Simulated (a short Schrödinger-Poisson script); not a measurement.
System: gated In0.52Al0.48As/In0.53Ga0.47As modulation-doped gas in a quantum well, at 300 K.

| layer | material | thickness (nm) | Nd (cm⁻³) | Na (cm⁻³) |
|---|---|---|---|---|
| 1 | In0.52Al0.48As | 15 | - | - |
| 2 | In0.52Al0.48As | 20 | 5.8e17 | - |
| 3 | In0.52Al0.48As | 2 | - | - |
| 4 | In0.53Ga0.47As | 20 | - | - |
| 5 | In0.52Al0.48As | 4000 | - | 2e15 |

The device is made up for the run: typed textbook-type constants, with dimensions and the other settings drawn at random. In0.52Al0.48As: permittivity 12.5, conduction-band edge (eV) 0.52, gap (eV) 1.45, electron mass (mₑ) 0.075, Nv at 300 K (cm⁻³) 1.1e19. In0.53Ga0.47As: permittivity 13.9, conduction-band edge (eV) 0, gap (eV) 0.74, Nv at 300 K (cm⁻³) 7.7e18.

Channel valleys (confinement mass, in-plane density-of-states mass, number): Γ 0.041, 0.041, 1. At the gate the conduction-band edge of layer 1 lies 0.65 eV − eVg above the Fermi level of the channel; the field vanishes at the back. The barrier under the gate holds no holes. Gaps are held at their typed values at every temperature. Mesh 0.08 nm at interfaces.

From a short Schrödinger-Poisson script (our own, NumPy): 1D Poisson equation in equilibrium, electrons quantum, Hartree plus LDA exchange-correlation (BenDaniel-Duke, 40 states a valley, the channel's in-plane mass for all, wave functions free to enter the barrier), parabolic valleys, classical holes, full ionisation, no traps, pinning or gate leakage.

Only gate voltages with over 1e8 electrons/cm² are shown.

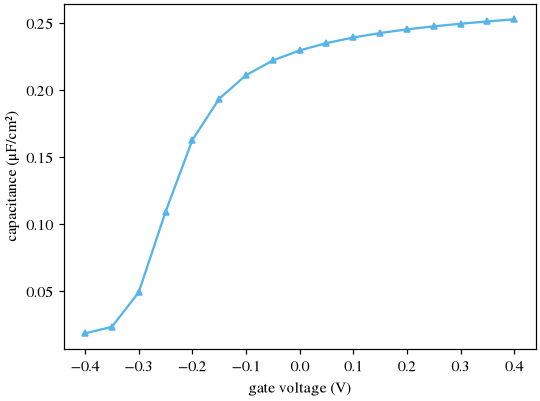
Fig. 1. Quasi-static capacitance against gate voltage

```
Vg (V)  electrons (cm⁻²)  in the channel layer  C (μF/cm²)  Γ E0 (meV)  Γ E1 (meV)
------  ----------------  --------------------  ----------  ----------  ----------
0.4              9.29e11               9.15e11       0.253       -39.1        21.1
0.35             8.50e11               8.38e11       0.251       -34.7        24.4
0.3              7.72e11               7.62e11       0.250       -30.1        28.0
0.25             6.95e11               6.86e11       0.248       -25.4        31.8
0.2              6.18e11               6.11e11       0.245       -20.4        35.9
0.15             5.42e11               5.36e11       0.243       -15.0        40.4
0.1              4.67e11               4.63e11       0.239        -9.3        45.3
0.05             3.94e11               3.90e11       0.235        -3.0        50.9
0                3.22e11               3.19e11       0.230         4.0        57.3
-0.05            2.52e11               2.50e11       0.222        12.1        64.8
-0.1             1.85e11               1.83e11       0.211        21.7        73.9
-0.15            1.22e11               1.21e11       0.194        33.8        85.7
-0.2             6.78e10               6.74e10       0.163        50.4       101.9
-0.25            2.72e10               2.70e10       0.109        75.0       126.2
-0.3              6.85e9                6.80e9      0.0494       111.1       162.2
-0.35             1.24e9                1.23e9      0.0235       155.4       206.2
-0.4              2.06e8                2.05e8      0.0187       201.8       252.5
```

Subbands count from the Fermi level.
